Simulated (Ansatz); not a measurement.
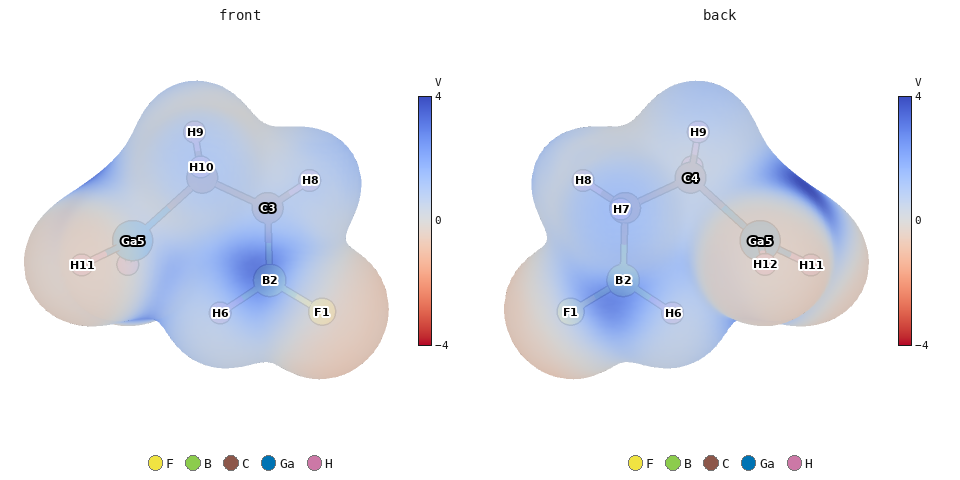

Figure. C₂H₇BFGa (SMILES FBC[CH2][GaH2]). The molecular electrostatic potential painted on the density surface at 0.004 e/bohr³, seen from the front and from behind; red is negative and blue positive.

Geometry: PBE0-D4/def2-TZVP.

These are results of Ansatz, RKS PBE0-D4/def2-TZVPP, not measurements.

```csv
atom,x (Å),y (Å),z (Å)
F,-1.2421,1.0447,2.3258
B,-0.8346,0.5075,1.1936
C,0.5103,-0.2366,1.0015
C,1.0411,-0.0339,-0.4260
Ga,-0.4876,-0.1870,-1.6891
H,-1.6148,0.6155,0.2564
H,0.2448,-1.2991,1.1387
H,1.2434,-0.0140,1.7844
H,1.8133,-0.7694,-0.6688
H,1.4999,0.9527,-0.5263
H,-0.8526,0.9444,-2.7180
H,-1.3211,-1.5249,-1.6721
```

Which sites attract a positive test charge, and which a negative one?

A positive charge is drawn to the negative regions and a negative charge to the positive ones. The most negative region (about −0.6 V) lies over F1, the most positive (about +3.7 V) over Ga5.
